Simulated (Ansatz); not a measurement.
The figure comes from a scan of TiAl (CuAu type, space group P4/mmm): a phonon pattern at X = (0.5, 0.0, 0.0) is frozen into a 4-atom cell, Q being the largest atomic displacement. Computed with PBE (plane waves to 420 eV, PAW, scalar-relativistic; Ansatz, an electronic-structure program). k mesh 8×16×12 (Γ-centred), Fermi-Dirac smearing 0.05 eV. E stands for the smeared free energy. With partly filled bands, energies and forces of such displacements shift with the k mesh and the smearing. TiAl is run without spin polarisation. TiAl was relaxed with its symmetry unable to fall. ΔE is measured from the undisplaced structure.

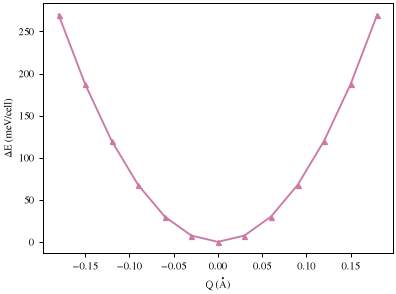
*ΔE (meV/cell) against Q (Å); one marker a computed point.*

Q: List the plotted points as numbers.

A: To the nearest 5:

```csv
Q (Å),ΔE (meV/cell)
-0.180,270
-0.150,185
-0.120,120
-0.090,65
-0.060,30
-0.030,5
0.000,0
0.030,5
0.060,30
0.090,65
0.120,120
0.150,185
0.180,270
```

(A displaced cell: forces are minus the slopes of the energy, force constants its curvatures, and phonons follow from these.)
